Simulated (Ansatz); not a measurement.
## Electronic structure of AlF3···H2 in real space

```yaml
atoms:
  - { symbol: Al, position_ang: [0.0220, -0.5892, -0.2105] }
  - { symbol: H, position_ang: [0.0102, 0.1466, 1.8288] }
  - { symbol: F, position_ang: [1.4298, 0.2066, -0.5406] }
  - { symbol: F, position_ang: [-1.4144, 0.1578, -0.5314] }
  - { symbol: F, position_ang: [0.0512, -2.2065, 0.1368] }
  - { symbol: H, position_ang: [0.0291, -0.6139, 1.9289] }
```

Computed with Ansatz, RKS B3LYP/def2-SVP.

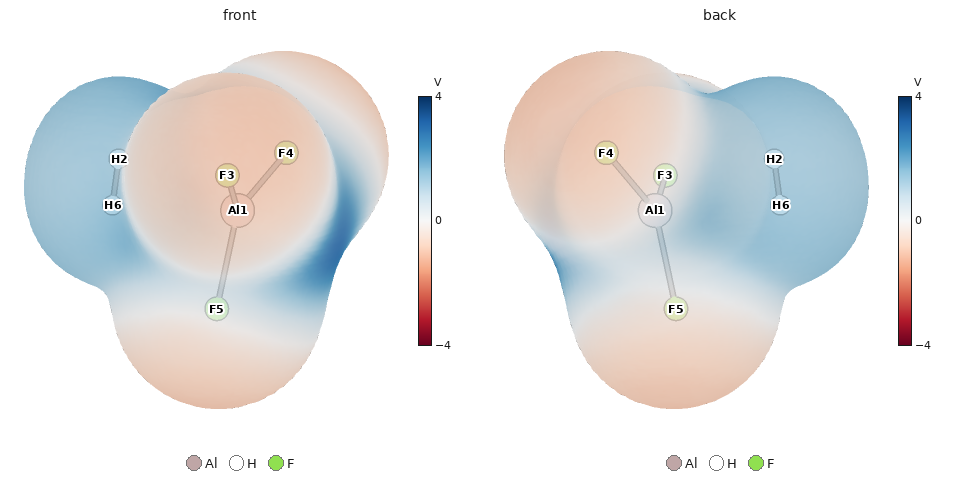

Figure 1. The electrostatic potential painted on the density surface at 0.001 e/bohr³, seen from the front and from behind; the colour scale runs from red (negative) to blue (positive).

> Where is the surface potential most negative and most positive?

The most negative region (about −1.0 V) lies over F3 and F4, the most positive (about +3.0 V) over Al1.

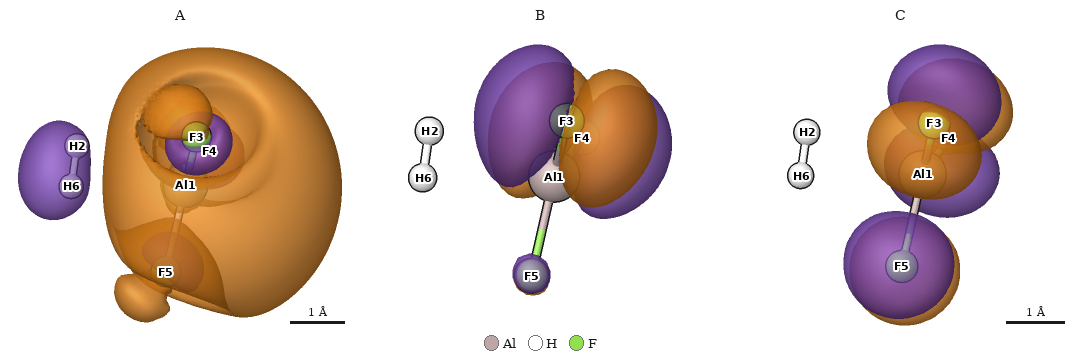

Figure 2. Three frontier orbitals at ±0.06 Å⁻³ᐟ² (orange and purple are the two phases), in no order.

> Order the three orbitals by energy and name them.

B is the HOMO−1 (−11.12 eV). By Hirshfeld shares it lies mainly on F3 (about 45 %) and F4 (about 45 %); largely a combination of lone pairs on F3 and F4. C is the HOMO (−10.70 eV). It lies mainly on F3 (about 35 %), F4 (about 35 %) and F5 (about 25 %); largely a combination of lone pairs on F3, F4 and F5. A is the LUMO (−0.74 eV). By Hirshfeld shares it lies mainly on Al1 (about 65 %), F3 (about 10 %), F4 (about 10 %) and F5 (about 10 %).

> What is the HOMO–LUMO gap?

9.96 eV between the orbital energies.

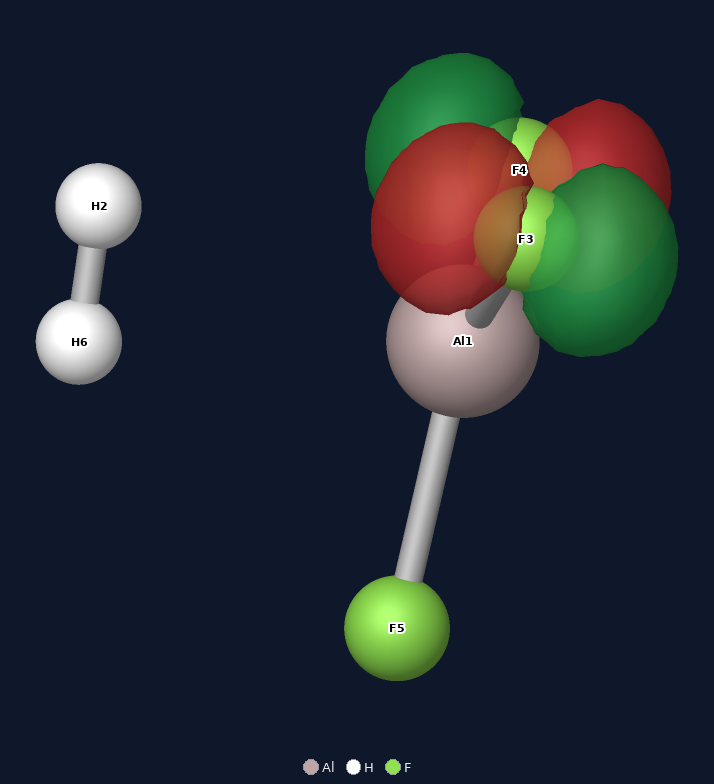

Figure 3. The HOMO−1 at ±0.3 Å⁻³ᐟ² (green and red are the two phases), seen across its widest extent.

> Where does this orbital lie, and at what energy?

Its weight (Hirshfeld) is mainly on F3 (about 45 %) and F4 (about 45 %); largely a combination of lone pairs on F3 and F4. Its energy is −11.12 eV.
